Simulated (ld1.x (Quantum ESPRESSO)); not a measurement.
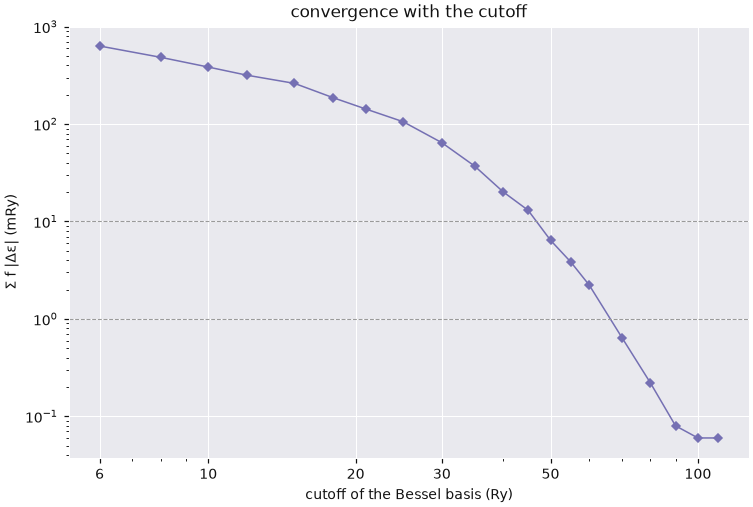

Figure 1. The pseudo-atom Hamiltonian at the reference potential is diagonalised in spherical Bessel functions (20 bohr box) up to the cutoff. Curve: occupation-weighted sum of the valence levels' distances from their values at 400 Ry.

- Cutoffs for 10 and 1 mRy in the occupation-weighted sum of levels: 50 Ry and 70 Ry, on the ladder of cutoffs that was run.
- Error at 35 Ry: about 37 mRy.

# Run report: C, pseudopotential generation

Carbon (C, Z = 6), core [He], reference valence 2s2 2p2, valence charge 4. Computed at this level: RRKJ potential, PBEsol, scalar-relativistic, made with ld1.x (Quantum ESPRESSO) 7.5.

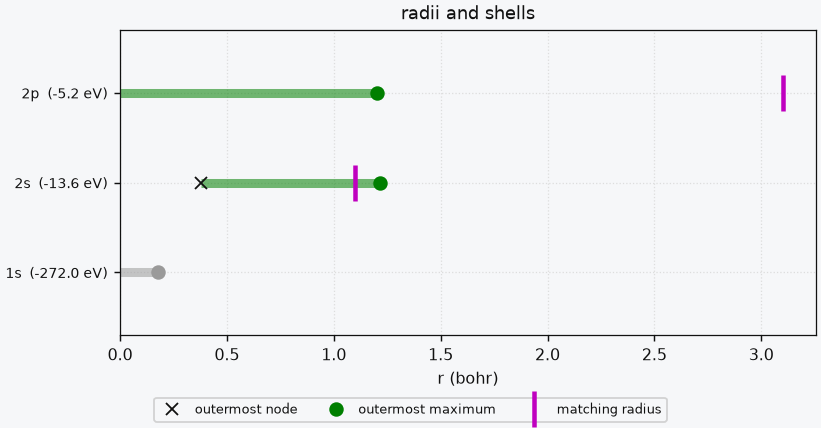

Figure 2. Outer shells of the all-electron reference atom: each bar runs from the outermost node (or the nucleus) to the outermost maximum of u(r); the tick is the radius chosen for the pseudo-wave. Shells without a tick have no pseudo-wave of their own. Levels, nodes and maxima are from ld1.x, scalar-relativistic.

- Radii against the shells: 2s: 1.10 bohr, between node and maximum; 2p: 3.10 bohr, outside the maximum.

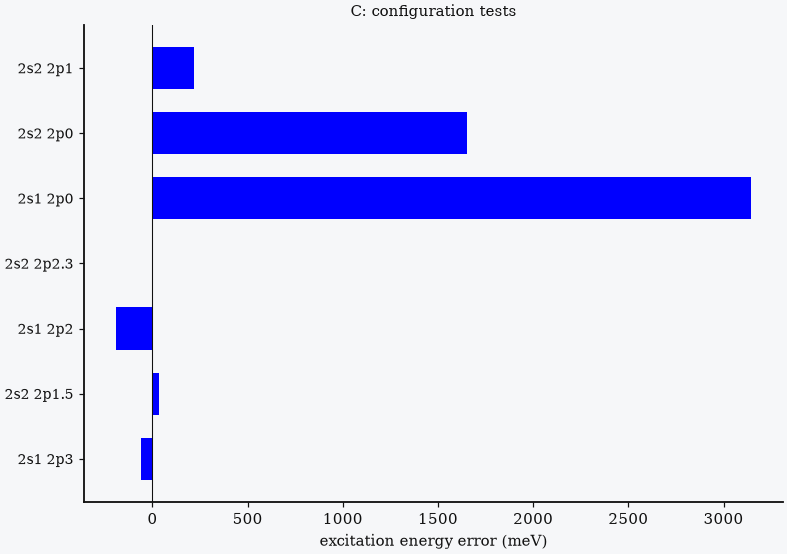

Figure 3. Errors, all-electron minus pseudo, of the energies of valence configurations relative to the unpolarised reference 2s2 2p2.

- Worst configuration: 2s1 2p0 (charge +3): the error is +3145 meV on an all-electron energy of +82.77 eV relative to the reference, or 3.8 %.
- Configurations within 10 meV and within 50 meV: 1 and 2 of 7.
- Errors in meV: 2s2 2p1: +216; 2s2 2p0: +1652; 2s1 2p0: +3145; 2s2 2p2.3: +4.1; 2s1 2p2: -192; 2s2 2p1.5: +34; 2s1 2p3: -61.

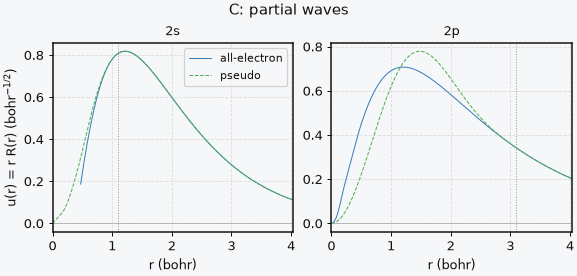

Figure 4. Pseudo-waves (dashed) against the all-electron radial functions (solid). Dotted lines mark the matching radii. The innermost oscillations of some all-electron curves aren't drawn. Pseudo-waves: 2s has no node; 2p has no node.

These pictures come from the run below.

Input:
```
 &input
   title='C', zed=6., rel=1, dft='PBESOL', iswitch=3,
   config='[He] 2s2 2p2 3d-2',
   nld=3, rlderiv=3.35, eminld=-3.0, emaxld=5.0, deld=0.02
 /
 &inputp
   pseudotype=2, tm=.false., rho0=0.01, lloc=2,
   nlcc=.false.,
   file_pseudopw='C.UPF', file_wfcaegen='ae.wfc', file_wfcncgen='nc.wfc', file_beta='beta', file_chi='chi'
 /
3
2S  1  0   2.00   0.00  1.10  1.10  0.0
2P  2  1   2.00   0.00  3.10  3.10  0.0
3D  3  2  -2.00   0.45  2.50  2.50  0.0
 &test
   configts(1)='2s2 2p2'
 /
```

Input of the test run:
```
 &input
   title='C', zed=6., rel=1, dft='PBESOL', iswitch=2,
   config='[He] 2s2 2p2 3d-2'
 /
 &test
   file_pseudo='C.UPF', nconf=8,
   configts(1)='2s2 2p2',
   configts(2)='2s2 2p1',
   configts(3)='2s2 2p0',
   configts(4)='2s1 2p0',
   configts(5)='2s2 2p2.3',
   configts(6)='2s1 2p2',
   configts(7)='2s2 2p1.5',
   configts(8)='2s1 2p3'
 /
```

Launched with:
```bash
ld1.x < C.in > C.out
```

The program's output:
```
     Program LD1 v.7.5
     --------------------------- All-electron run ----------------------------

     C
     scalar relativistic calculation

     atomic number is  6.00
     dft =PBESOL   lsd =0 sic =0 latt =0  beta=0.20 tr2=1.0E-14
     Exchange-correlation= PBESOL
                           (   1   4  10   8   0   0   0)
     mesh =1073 r(mesh) = 100.30751 a.u. xmin = -7.00 dx = 0.01250
     1 Ry =  13.60569312 eV, c = 137.03599908

     n l     nl                  e(Ry)          e(Ha)          e(eV)
     1 0     1S 1( 2.00)       -19.9949        -9.9975      -272.0447
     2 0     2S 1( 2.00)        -1.0031        -0.5016       -13.6482
     2 1     2P 1( 2.00)        -0.3847        -0.1923        -5.2335

     final scf error:  2.0E-15 reached in  33 iterations

     Etot =     -75.186894 Ry,     -37.593447 Ha,   -1022.969813 eV

     Ekin =      74.940606 Ry,      37.470303 Ha,    1019.618881 eV
     Encl =    -175.649089 Ry,     -87.824544 Ha,   -2389.827600 eV
     Eh   =      35.311091 Ry,      17.655545 Ha,     480.431861 eV
     Exc  =      -9.789502 Ry,      -4.894751 Ha,    -133.192956 eV

     normalization and overlap integrals

     s(1S/1S) =  1.000000  <r> =   0.2713  <r2> =    0.0998  r(max) =   0.1752
     s(2S/2S) =  1.000000  <r> =   1.5764  <r2> =    3.0088  r(max) =   1.2162
     s(2P/2P) =  1.000000  <r> =   1.7996  <r2> =    4.2490  r(max) =   1.2011

     ------------------------ End of All-electron run ------------------------

     --------------------- Generating NC pseudopotential ---------------------

      Generating local pot.: lloc=2, matching radius rcloc =   2.5000

      Wfc   2S  rcut= 1.087  Estimated cut-off energy=       36.65 Ry
      Using 4 Bessel functions for this wfc, rho(0) = 0.010
      This function has    0 nodes for 0 < r <    1.087

      Wfc   2P  rcut= 3.106  Estimated cut-off energy=       18.70 Ry
      This function has    0 nodes for 0 < r <    3.106

     ------------------- End of pseudopotential generation -------------------

     --------------------------- All-electron run ----------------------------

     C
     scalar relativistic calculation

     atomic number is  6.00
     dft =PBESOL   lsd =0 sic =0 latt =0  beta=0.20 tr2=1.0E-14
     Exchange-correlation= PBESOL
                           (   1   4  10   8   0   0   0)
     mesh =1073 r(mesh) = 100.30751 a.u. xmin = -7.00 dx = 0.01250
     1 Ry =  13.60569312 eV, c = 137.03599908

     n l     nl                  e(Ry)          e(Ha)          e(eV)
     1 0     1S 1( 2.00)       -19.9949        -9.9975      -272.0447
     2 0     2S 1( 2.00)        -1.0031        -0.5016       -13.6482
     2 1     2P 1( 2.00)        -0.3847        -0.1923        -5.2335

     final scf error:  2.0E-15 reached in  33 iterations

     Etot =     -75.186894 Ry,     -37.593447 Ha,   -1022.969813 eV

     Ekin =      74.940606 Ry,      37.470303 Ha,    1019.618881 eV
     Encl =    -175.649089 Ry,     -87.824544 Ha,   -2389.827600 eV
     Eh   =      35.311091 Ry,      17.655545 Ha,     480.431861 eV
     Exc  =      -9.789502 Ry,      -4.894751 Ha,    -133.192956 eV

     normalization and overlap integrals

     s(1S/1S) =  1.000000  <r> =   0.2713  <r2> =    0.0998  r(max) =   0.1752
     s(2S/2S) =  1.000000  <r> =   1.5764  <r2> =    3.0088  r(max) =   1.2162
     s(2P/2P) =  1.000000  <r> =   1.7996  <r2> =    4.2490  r(max) =   1.2011

     ------------------------ End of All-electron run ------------------------

     Computing logarithmic derivative in   3.36864
     Computing logarithmic derivative in   3.36864
     Computing the partial wave expansion
     R is outside the sphere for l=    0 j= 0.00
     R is outside the sphere for l=    1 j= 0.00
       no projector for channel:   2

     ---------------------- Testing the pseudopotential ----------------------

     C
     scalar relativistic calculation

     atomic number is  6.00   valence charge is  4.00
     dft =PBESOL   lsd =0 sic =0 latt =0  beta=0.20 tr2=1.0E-14
     mesh =1073 r(mesh) = 100.30751 xmin = -7.00 dx = 0.01250

     n l     nl             e AE (Ry)        e PS (Ry)    De AE-PS (Ry)
     1 0     2S   1( 2.00)       -1.00312       -1.00312       -0.00000
     2 1     2P   1( 2.00)       -0.38465       -0.38465        0.00000

     eps = 8.1E-15  iter = 12

     Etot =     -75.186894 Ry,     -37.593447 Ha,   -1022.969813 eV
     Etotps =   -10.353617 Ry,      -5.176808 Ha,    -140.868130 eV

     Ekin =       5.240371 Ry,       2.620185 Ha,      71.298878 eV
     Encl =     -20.889257 Ry,     -10.444628 Ha,    -284.212814 eV
     Ehrt =       8.379585 Ry,       4.189793 Ha,     114.010062 eV
     Ecxc =      -2.684310 Ry,      -1.342155 Ha,     -36.521898 eV
     Epseu=      -0.400006 Ry,      -0.200003 Ha,      -5.442360 eV

     ---------------------- End of pseudopotential test ----------------------
```

Output of the test run (extracts):
```
     ---------------------- Testing the pseudopotential ----------------------

     C
     scalar relativistic calculation

     atomic number is  6.00   valence charge is  4.00
     dft =PBESOL   lsd =0 sic =0 latt =0  beta=0.20 tr2=1.0E-14
     mesh =1073 r(mesh) = 100.30751 xmin = -7.00 dx = 0.01250

     n l     nl             e AE (Ry)        e PS (Ry)    De AE-PS (Ry)
     1 0     2S   1( 2.00)       -1.00312       -1.00312       -0.00000
     2 1     2P   1( 2.00)       -0.38465       -0.38465        0.00000

     eps = 9.0E-15  iter = 37

     Etot =     -75.186895 Ry,     -37.593447 Ha,   -1022.969814 eV
     Etotps =   -10.353617 Ry,      -5.176808 Ha,    -140.868131 eV

     Ekin =       5.240371 Ry,       2.620185 Ha,      71.298878 eV
     Encl =     -20.889257 Ry,     -10.444628 Ha,    -284.212814 eV
     Ehrt =       8.379585 Ry,       4.189793 Ha,     114.010063 eV
     Ecxc =      -2.684310 Ry,      -1.342155 Ha,     -36.521898 eV
     Epseu=      -0.400006 Ry,      -0.200003 Ha,      -5.442360 eV

     ---------------------- End of pseudopotential test ----------------------

     ---------------------- Testing the pseudopotential ----------------------

     C
     scalar relativistic calculation

     atomic number is  6.00   valence charge is  4.00
     dft =PBESOL   lsd =0 sic =0 latt =0  beta=0.20 tr2=1.0E-14
     mesh =1073 r(mesh) = 100.30751 xmin = -7.00 dx = 0.01250

     n l     nl             e AE (Ry)        e PS (Ry)    De AE-PS (Ry)
     1 0     2S   1( 2.00)       -1.88303       -1.86461       -0.01842  !
     2 1     2P   1( 1.00)       -1.24262       -1.19810       -0.04452  !

     eps = 4.6E-15  iter = 40

     Etot =     -74.393944 Ry,     -37.196972 Ha,   -1012.181172 eV
     Etotps =    -9.576573 Ry,      -4.788287 Ha,    -130.295915 eV
     dEtot_ae =       0.792950 Ry
     dEtot_ps =       0.777044 Ry,   Delta E=       0.015907 Ry

     Ekin =       4.135130 Ry,       2.067565 Ha,      56.261312 eV
     Encl =     -16.893680 Ry,      -8.446840 Ha,    -229.850222 eV
     Ehrt =       5.258515 Ry,       2.629258 Ha,      71.545745 eV
     Ecxc =      -2.052825 Ry,      -1.026412 Ha,     -27.930104 eV
     Epseu=      -0.023714 Ry,      -0.011857 Ha,      -0.322645 eV

     ---------------------- End of pseudopotential test ----------------------

     ---------------------- Testing the pseudopotential ----------------------

     C
     scalar relativistic calculation

     atomic number is  6.00   valence charge is  4.00
     dft =PBESOL   lsd =0 sic =0 latt =0  beta=0.20 tr2=1.0E-14
     mesh =1073 r(mesh) = 100.30751 xmin = -7.00 dx = 0.01250

     n l     nl             e AE (Ry)        e PS (Ry)    De AE-PS (Ry)
     1 0     2S   1( 2.00)       -2.95303       -2.85653       -0.09650  !
     2 1     2P   1( 0.00)       -2.32081       -2.13490       -0.18591  !

     eps = 8.3E-15  iter = 20

     Etot =     -72.628609 Ry,     -36.314305 Ha,    -988.162571 eV
     Etotps =    -7.916771 Ry,      -3.958385 Ha,    -107.713157 eV
     dEtot_ae =       2.558285 Ry
     dEtot_ps =       2.436846 Ry,   Delta E=       0.121439 Ry

     Ekin =       2.393055 Ry,       1.196527 Ha,      32.559170 eV
     Encl =     -12.113397 Ry,      -6.056698 Ha,    -164.811157 eV
     Ehrt =       2.597999 Ry,       1.299000 Ha,      35.347583 eV
     Ecxc =      -1.342559 Ry,      -0.671279 Ha,     -18.266443 eV
     Epseu=       0.548130 Ry,       0.274065 Ha,       7.457691 eV

     ---------------------- End of pseudopotential test ----------------------

     ---------------------- Testing the pseudopotential ----------------------

     C
     scalar relativistic calculation

     atomic number is  6.00   valence charge is  4.00
     dft =PBESOL   lsd =0 sic =0 latt =0  beta=0.20 tr2=1.0E-14
     mesh =1073 r(mesh) = 100.30751 xmin = -7.00 dx = 0.01250

     n l     nl             e AE (Ry)        e PS (Ry)    De AE-PS (Ry)
     1 0     2S   1( 1.00)       -4.10371       -3.98025       -0.12347  !
     2 1     2P   1( 0.00)       -3.51170       -3.18918       -0.32252  !

     eps = 9.6E-15  iter = 26

     Etot =     -69.103328 Ry,     -34.551664 Ha,    -940.198681 eV
     Etotps =    -4.501204 Ry,      -2.250602 Ha,     -61.242005 eV
     dEtot_ae =       6.083566 Ry
     dEtot_ps =       5.852412 Ry,   Delta E=       0.231154 Ry

     Ekin =       1.356166 Ry,       0.678083 Ha,      18.451579 eV
     Encl =      -6.285411 Ry,      -3.142705 Ha,     -85.517372 eV
     Ehrt =       0.688221 Ry,       0.344110 Ha,       9.363722 eV
     Ecxc =      -0.580760 Ry,      -0.290380 Ha,      -7.901645 eV
     Epseu=       0.320580 Ry,       0.160290 Ha,       4.361712 eV

     ---------------------- End of pseudopotential test ----------------------

     ---------------------- Testing the pseudopotential ----------------------

     C
     scalar relativistic calculation

     atomic number is  6.00   valence charge is  4.00
     dft =PBESOL   lsd =0 sic =0 latt =0  beta=0.20 tr2=1.0E-14
     mesh =1073 r(mesh) = 100.30751 xmin = -7.00 dx = 0.01250

     n l     nl             e AE (Ry)        e PS (Ry)    De AE-PS (Ry)
     1 0     2S   1( 2.00)       -0.78843       -0.78703       -0.00139
     2 1     2P   1( 2.30)       -0.18085       -0.18225        0.00140

     eps = 8.6E-15  iter = 33

     Etot =     -75.270981 Ry,     -37.635490 Ha,   -1024.113863 eV
     Etotps =   -10.438002 Ry,      -5.219001 Ha,    -142.016257 eV
     dEtot_ae =      -0.084086 Ry
     dEtot_ps =      -0.084386 Ry,   Delta E=       0.000300 Ry

     Ekin =       5.420569 Ry,       2.710284 Ha,      73.750597 eV
     Encl =     -21.851969 Ry,     -10.925984 Ha,    -297.311178 eV
     Ehrt =       9.292785 Ry,       4.646392 Ha,     126.434779 eV
     Ecxc =      -2.835402 Ry,      -1.417701 Ha,     -38.577603 eV
     Epseu=      -0.463986 Ry,      -0.231993 Ha,      -6.312852 eV

     ---------------------- End of pseudopotential test ----------------------

     ---------------------- Testing the pseudopotential ----------------------

     C
     scalar relativistic calculation

     atomic number is  6.00   valence charge is  4.00
     dft =PBESOL   lsd =0 sic =0 latt =0  beta=0.20 tr2=1.0E-14
     mesh =1073 r(mesh) = 100.30751 xmin = -7.00 dx = 0.01250

     n l     nl             e AE (Ry)        e PS (Ry)    De AE-PS (Ry)
     1 0     2S   1( 1.00)       -1.89098       -1.92128        0.03030  !
     2 1     2P   1( 2.00)       -1.25063       -1.24708       -0.00354

     eps = 9.6E-15  iter = 22

     Etot =     -73.753535 Ry,     -36.876768 Ha,   -1003.467967 eV
     Etotps =    -8.906182 Ry,      -4.453091 Ha,    -121.174773 eV
     dEtot_ae =       1.433359 Ry
     dEtot_ps =       1.447435 Ry,   Delta E=      -0.014076 Ry

     Ekin =       5.216186 Ry,       2.608093 Ha,      70.969825 eV
     Encl =     -16.434243 Ry,      -8.217121 Ha,    -223.599263 eV
     Ehrt =       5.081995 Ry,       2.540997 Ha,      69.144062 eV
     Ecxc =      -1.995206 Ry,      -0.997603 Ha,     -27.146165 eV
     Epseu=      -0.774913 Ry,      -0.387457 Ha,     -10.543231 eV

     ---------------------- End of pseudopotential test ----------------------

     ---------------------- Testing the pseudopotential ----------------------

     C
     scalar relativistic calculation

     atomic number is  6.00   valence charge is  4.00
     dft =PBESOL   lsd =0 sic =0 latt =0  beta=0.20 tr2=1.0E-14
     mesh =1073 r(mesh) = 100.30751 xmin = -7.00 dx = 0.01250

     n l     nl             e AE (Ry)        e PS (Ry)    De AE-PS (Ry)
     1 0     2S   1( 2.00)       -1.41543       -1.41196       -0.00347
     2 1     2P   1( 1.50)       -0.78268       -0.76993       -0.01275  !

     eps = 8.3E-15  iter = 39

     Etot =     -74.897854 Ry,     -37.448927 Ha,   -1019.037222 eV
     Etotps =   -10.067096 Ry,      -5.033548 Ha,    -136.969825 eV
     dEtot_ae =       0.289040 Ry
     dEtot_ps =       0.286520 Ry,   Delta E=       0.002520 Ry

     Ekin =       4.777745 Ry,       2.388873 Ha,      65.004537 eV
     Encl =     -19.016716 Ry,      -9.508358 Ha,    -258.735598 eV
     Ehrt =       6.798876 Ry,       3.399438 Ha,      92.503414 eV
     Ecxc =      -2.386586 Ry,      -1.193293 Ha,     -32.471159 eV
     Epseu=      -0.240415 Ry,      -0.120208 Ha,      -3.271019 eV

     ---------------------- End of pseudopotential test ----------------------

     ---------------------- Testing the pseudopotential ----------------------

     C
     scalar relativistic calculation

     atomic number is  6.00   valence charge is  4.00
     dft =PBESOL   lsd =0 sic =0 latt =0  beta=0.20 tr2=1.0E-14
     mesh =1073 r(mesh) = 100.30751 xmin = -7.00 dx = 0.01250

     n l     nl             e AE (Ry)        e PS (Ry)    De AE-PS (Ry)
     1 0     2S   1( 1.00)       -1.03670       -1.05811        0.02141  !
     2 1     2P   1( 3.00)       -0.41657       -0.42903        0.01246  !

     eps = 4.3E-15  iter = 62

     Etot =     -74.567546 Ry,     -37.283773 Ha,   -1014.543147 eV
     Etotps =    -9.729755 Ry,      -4.864878 Ha,    -132.380065 eV
     dEtot_ae =       0.619349 Ry
     dEtot_ps =       0.623861 Ry,   Delta E=      -0.004513 Ry

     Ekin =       6.224478 Ry,       3.112239 Ha,      84.688331 eV
     Encl =     -20.434400 Ry,     -10.217200 Ha,    -278.024171 eV
     Ehrt =       8.168000 Ry,       4.084000 Ha,     111.131296 eV
     Ecxc =      -2.627112 Ry,      -1.313556 Ha,     -35.743673 eV
     Epseu=      -1.060721 Ry,      -0.530361 Ha,     -14.431848 eV

     ---------------------- End of pseudopotential test ----------------------
```

Key numbers:

- outcome: generated
- cutoffs needed: 50 Ry and 70 Ry (the cutoffs, on a coarse ladder, from which the occupation-weighted sum of valence levels, in a spherical-Bessel basis at the reference potential, stays within 10 and 1 mRy of its value at 400 Ry); ghost states and empty shells don't enter this sum
- ghost test: no ghost state below the valence levels in the s, p, d, f channels (spherical-Bessel basis up to 400 Ry, 20 bohr box)
- largest excitation error: +3145 meV (all-electron minus pseudo) for 2s1 2p0, out of 7 test configurations
- range over which the phases arctan(r u′/u) at the test radius agree within 0.05 rad (a looser test near the poles than one of phase shifts): s: up to about 3.7 Ry; p: up to about 0.4 Ry; d: up to about 3.1 Ry
- hardware: 1 CPU thread, shared host
- wall time: 0.86 s

Notes:

An excitation error of 3145 meV in its own tests makes this a poorly transferable potential.
